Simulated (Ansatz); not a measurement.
# BH₃S (triplet): one geometry, many settings at distance B1–H4 along a hydrogen transfer = 1.387 Å

Aim: run BH₃S (triplet) at one geometry under a spread of methods and options, and see what each costs and gives.

The runs use Ansatz 0.2.0, Gaussian basis; the settings change from run to run.

11 further runs of the same task are left out: 5 for a known fault of the program, 2 for a mislabelled method, 4 that didn't finish.

**1. The system**

The geometry derives from fragments relaxed apart (PBE0/def2-TZVP) and kept rigid, so it is no stationary point. A hydrogen atom is moved between rigid fragments.

5 atoms, charge 0, spin multiplicity 3.

Atoms are counted from 1 here; the program's logs count them from 0.

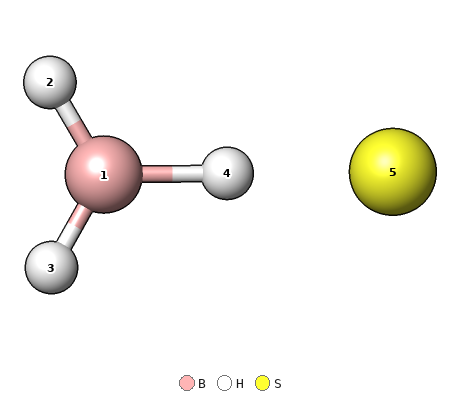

The structure; boron pink, hydrogen white, sulfur yellow; atoms are numbered from 1 in the order of the file.

Coordinates:

| atom | x (Å) | y (Å) | z (Å) |
| --- | --- | --- | --- |
| B1 | -2.27466 | 0.00000 | 0.00000 |
| H2 | -2.87139 | 1.03357 | 0.00000 |
| H3 | -2.87139 | -1.03357 | 0.00000 |
| H4 | -0.88766 | 0.00000 | 0.00000 |
| S5 | 0.97534 | 0.00000 | 0.00000 |

**2. MP2 on UHF/cc-pVDZ**

Contents of in.yaml:

```yaml
crystal:
  periodic: [false, false, false]
  atoms:
    - {symbol: B, position_ang: [-2.274656, 0.000000, 0.000000]}
    - {symbol: H, position_ang: [-2.871390, 1.033571, 0.000000]}
    - {symbol: H, position_ang: [-2.871390, -1.033571, 0.000000]}
    - {symbol: H, position_ang: [-0.887656, 0.000000, 0.000000]}
    - {symbol: S, position_ang: [0.975344, 0.000000, 0.000000]}
basis:
  gaussian: {orbitals: cc-pVDZ}
magnetization: {spin_polarized: true, initial_magnetization: 2}
correlation: {method: mp2, electrons: outside_noble_gas}
```

Launch:

```sh
> ansatz run in.yaml --threads 1 --pin off --events-out ev --progress --plain --max-ram 2393MiB
```

The log of the run:

```text
Functional definition: HF
  name "HF"
  cite "Fock, Z. Phys. 61, 126 (1930) doi:10.1007/BF01340294"
  parent pbe
  exchange = exact_x
  correlation = 0
454 factors; integrals over basis functions are off by at most 1.3e-3 eV
mean field evaluation 1: about -11532.4278 eV, gradient 9.3e0 eV
mean field evaluation 2: about -11532.4506 eV, gradient 9.3e0 eV
mean field evaluation 4: about -11533.6514 eV, gradient 1.3e0 eV
mean field evaluation 8: about -11533.6995 eV, gradient 9.1e-2 eV
mean field evaluation 16: about -11533.0353 eV, gradient 7.7e0 eV
mean field evaluation 32: about -11532.9214 eV, gradient 1.0e-6 eV
mean field evaluation 64: about -11532.9754 eV, gradient 6.8e-1 eV
mean field evaluation 96: about -11533.5771 eV, gradient 3.7e0 eV
mean field evaluation 128: about -11532.9172 eV, gradient 5.0e-1 eV
mean field -11533.69977913 eV, -423.8556490605 hartree, gradient 1.8e-6 eV, S^2 2.020544; 13 other end points of the search recorded, 0 dependent functions left out
6 core orbitals not correlated: weight in the atoms' cores, before any rotation towards them, 1.000 or more for the frozen orbitals, at most 0.000 for the correlated occupied ones
reference -11533.69977913 eV, -423.8556490605 hartree; 7, 5 occupied and 34, 36 virtual orbitals, 454 factors
second order -5.04629571 eV of doubles, -0.00000000 eV of singles
Total energy: -11538.74607484 eV, -424.0410970074 hartree
```

Wall time 1.7 s (1 thread of Arm Neoverse V1, shared host).

From the report: ⟨S²⟩ of the determinant 2.021 (pure triplet: 2.00).

**3. MP2 on UHF/6-31G**

Edit in.yaml of step 2 so:

```diff
@@ -9,4 +9,6 @@
 basis:
-  gaussian: {orbitals: cc-pVDZ}
+  gaussian: {orbitals: 6-31G}
 magnetization: {spin_polarized: true, initial_magnetization: 2}
 correlation: {method: mp2, electrons: outside_noble_gas}
+scf: {lower_state_search: off}
+output: {forces: true}
```

Launched as before.

The log of the run, shortened:

```text
Functional definition: HF
  name "HF"
  cite "Fock, Z. Phys. 61, 126 (1930) doi:10.1007/BF01340294"
  parent pbe
[...]
362 factors; integrals over basis functions are off by at most 2.7e-4 eV
[...]
mean field -11532.56503091 eV, -423.8139478327 hartree, gradient 8.5e-7 eV, S^2 2.014932; 0 other end points of the search recorded, 0 dependent functions left out
6 core orbitals not correlated: weight in the atoms' cores, before any rotation towards them, 1.000 or more for the frozen orbitals, at most 0.000 for the correlated occupied ones
reference -11532.56503091 eV, -423.8139478327 hartree; 7, 5 occupied and 15, 17 virtual orbitals, 362 factors
second order -2.14386048 eV of doubles, -0.00000000 eV of singles
[...]
Total energy: -11534.70889139 eV, -423.8927332522 hartree
Atom 0 at    -2.274656     0.000000     0.000000 Å, force     1.903400    -0.000000     0.000000 eV/Å
Atom 1 at    -2.871390     1.033571     0.000000 Å, force     0.157021     0.133032    -0.000000 eV/Å
Atom 2 at    -2.871390    -1.033571     0.000000 Å, force     0.157021    -0.133032    -0.000000 eV/Å
Atom 3 at    -0.887656     0.000000     0.000000 Å, force    -3.412854    -0.000000     0.000000 eV/Å
Atom 4 at     0.975344     0.000000     0.000000 Å, force     1.195413    -0.000000     0.000000 eV/Å
Dipole moment:    -0.277696    -0.000000     0.000000 e Å
Checks for a lower state left out: starts, cluster_reference, orbital_swaps, neighbouring_geometries, increment
```

Run time: 0.39 s. Hardware: 1 thread of Arm Neoverse V1, shared host.

From the report: ⟨S²⟩ of the determinant 2.015 (pure triplet: 2.00).

**4. BCCD on UHF/def2-SVP**

Edit in.yaml of step 3 so:

```diff
@@ -9,5 +9,5 @@
 basis:
-  gaussian: {orbitals: 6-31G}
+  gaussian: {orbitals: def2-SVP}
 magnetization: {spin_polarized: true, initial_magnetization: 2}
-correlation: {method: mp2, electrons: outside_noble_gas}
+correlation: {method: bccd, electrons: outside_noble_gas}
 scf: {lower_state_search: off}
```

The command is unchanged.

The log of the run, shortened:

```text
Functional definition: HF
  name "HF"
  cite "Fock, Z. Phys. 61, 126 (1930) doi:10.1007/BF01340294"
  parent pbe
[...]
459 factors; integrals over basis functions are off by at most 1.5e-3 eV
[...]
mean field -11529.59067819 eV, -423.7046423861 hartree, gradient 3.0e-6 eV, S^2 2.019558; 0 other end points of the search recorded, 0 dependent functions left out
6 core orbitals not correlated: weight in the atoms' cores, before any rotation towards them, 1.000 or more for the frozen orbitals, at most 0.000 for the correlated occupied ones
reference -11529.59067819 eV, -423.7046423861 hartree; 7, 5 occupied and 34, 36 virtual orbitals, 459 factors
second order -4.97533873 eV of doubles, -0.00000000 eV of singles
cycle   1  -5.82687031 eV  change   -8.5e-1 eV  update   6.1e-2
[...]
cycle  23  -6.09870842 eV  change   -3.1e-9 eV  update   6.1e-9
[...]
the multipliers restart with 30 DIIS vectors
Total energy: -11535.68938660 eV, -423.9287657866 hartree
Atom 0 at    -2.274656     0.000000     0.000000 Å, force     2.100045     0.000000    -0.000000 eV/Å
Atom 1 at    -2.871390     1.033571     0.000000 Å, force     0.035293     0.287198     0.000000 eV/Å
Atom 2 at    -2.871390    -1.033571     0.000000 Å, force     0.035293    -0.287198     0.000000 eV/Å
Atom 3 at    -0.887656     0.000000     0.000000 Å, force    -2.969830    -0.000000    -0.000000 eV/Å
Atom 4 at     0.975344     0.000000     0.000000 Å, force     0.799200     0.000000     0.000000 eV/Å
Dipole moment:    -0.203714    -0.000000     0.000000 e Å
Checks for a lower state left out: starts, cluster_reference, orbital_swaps, neighbouring_geometries, increment
```

Run time: 37 s. Hardware: 1 thread of Arm Neoverse V1, shared host.

From the report: ⟨S²⟩ of the determinant 2.020 (pure triplet: 2.00); correlation -6.0987 eV; largest double amplitude 0.04.

**5. CCSD/cc-pVDZ**

Edit in.yaml of step 4 so:

```diff
@@ -9,6 +9,7 @@
 basis:
-  gaussian: {orbitals: def2-SVP}
+  gaussian: {orbitals: cc-pVDZ}
 magnetization: {spin_polarized: true, initial_magnetization: 2}
-correlation: {method: bccd, electrons: outside_noble_gas}
-scf: {lower_state_search: off}
+hamiltonian: {xc: {name: PBE}}
+correlation: {method: ccsd, electrons: outside_noble_gas}
+scf: {lower_state_search: light}
 output: {forces: true}
```

Same command.

The log of the run, shortened:

```text
Functional definition: PBE
  name "PBE"
  cite "Perdew, Burke & Ernzerhof, Phys. Rev. Lett. 77, 3865 (1996) doi:10.1103/PhysRevLett.77.3865"
  parent pbe
[...]
454 factors; integrals over basis functions are off by at most 1.3e-3 eV
[...]
mean field -11550.32759708 eV, -424.4667100995 hartree, gradient 3.3e-6 eV, S^2 2.004064; 15 other end points of the search recorded, 0 dependent functions left out
6 core orbitals not correlated: weight in the atoms' cores, before any rotation towards them, 1.000 or more for the frozen orbitals, at most 0.000 for the correlated occupied ones
reference -11533.13036359 eV, -423.8347234254 hartree; 7, 5 occupied and 34, 36 virtual orbitals, 454 factors
second order -5.36139591 eV of doubles, -0.30549845 eV of singles
cycle   1  -6.37975848 eV  change   -7.1e-1 eV  update   6.2e-2
[...]
cycle  19  -6.67009767 eV  change   -2.0e-8 eV  update   1.7e-8
[...]
the multipliers restart with 30 DIIS vectors
[...]
Total energy: -11539.80046126 eV, -424.0798449935 hartree
Atom 0 at    -2.274656     0.000000     0.000000 Å, force     2.042439     0.000000    -0.000000 eV/Å
Atom 1 at    -2.871390     1.033571     0.000000 Å, force     0.002287     0.364464     0.000000 eV/Å
Atom 2 at    -2.871390    -1.033571     0.000000 Å, force     0.002287    -0.364464     0.000000 eV/Å
Atom 3 at    -0.887656     0.000000     0.000000 Å, force    -2.815447    -0.000000     0.000000 eV/Å
Atom 4 at     0.975344     0.000000     0.000000 Å, force     0.768433     0.000000    -0.000000 eV/Å
Dipole moment:    -0.229145     0.000000    -0.000000 e Å
```

It took 39 s on 1 thread of Arm Neoverse V1, shared host.

From the report: ⟨S²⟩ of the determinant 2.004 (pure triplet: 2.00); correlation -6.6701 eV; T1 0.031; largest double amplitude 0.04. The orbitals are Kohn-Sham ones, so correlation energy and T1 don't compare with those on Hartree-Fock orbitals.

**6. The runs in one table**

Where basis and cores are those of an earlier UCCSDT(Q)/cc-pVDZ run (-11540.0433 eV), and the state is the same kind, the miss against it is given.

| level | correlated | functions | energy (eV) | from UCCSDT(Q) (meV) | time |
| --- | --- | --- | --- | --- | --- |
| MP2 on UHF/cc-pVDZ | outside noble gas | 47 | -11538.7461 | 1297.3 | 1.7 s |
| MP2 on UHF/6-31G | outside noble gas | 28 | -11534.7089 |  | 0.39 s |
| BCCD on UHF/def2-SVP | outside noble gas | 47 | -11535.6894 |  | 37 s |
| CCSD/cc-pVDZ (on PBE orbitals) | outside noble gas | 47 | -11539.8005 | 242.9 | 39 s |

**7. Outcome**

| quantity | value |
| --- | --- |
| runs | 4 |
| quickest | MP2 on UHF/6-31G, 0.39 s |
| slowest | CCSD/cc-pVDZ (on PBE orbitals), 39 s |

In words: Total energies in different bases, with other cores or another treatment of relativity can't be set against each other. CCSD/cc-pVDZ (on PBE orbitals) took 100 times as long as MP2 on UHF/6-31G; the jobs differ in more than the method. Among the correlated runs with a miss given, it spans +243 to +1297 meV. Cores frozen from Kohn-Sham orbitals shift the total energy.
